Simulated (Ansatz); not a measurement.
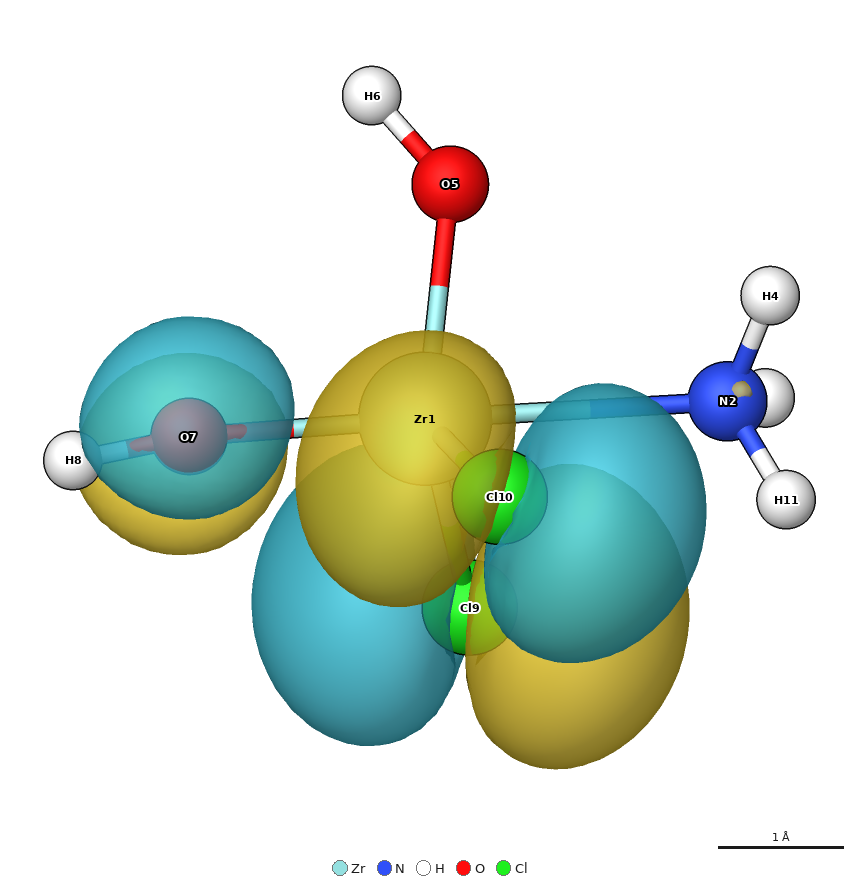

The picture shows: Cl2H5NO2Zr. One frontier orbital at ±0.08 Å⁻³ᐟ² (yellow and cyan are the two phases), seen at a tilt.

Core potentials replace the inner electrons of Zr.

Method: RKS PBE0/def2-SVP (Ansatz 0.2.0).

```csv
atom,x (Å),y (Å),z (Å)
Zr,-0.6420,0.1135,0.1409
N,-0.2573,-0.7346,2.3929
H,0.2254,-1.6337,2.3742
H,0.3228,-0.0859,2.9264
O,1.2381,0.5386,0.3456
H,1.8857,0.9439,-0.2377
O,-0.9764,0.7671,-1.6188
H,-1.2618,1.0568,-2.4848
Cl,-1.1456,-2.2135,-0.2189
Cl,-2.1599,1.5234,1.3677
H,-1.1230,-0.8654,2.9167
```

**Which orbital is it: HOMO or LUMO?**

The HOMO, at −8.23 eV. It lies mainly on Cl9 (about 45 %), Cl10 (about 30 %) and O7 (about 15 %); largely a combination of lone pairs on Cl9, Cl10 and O7.
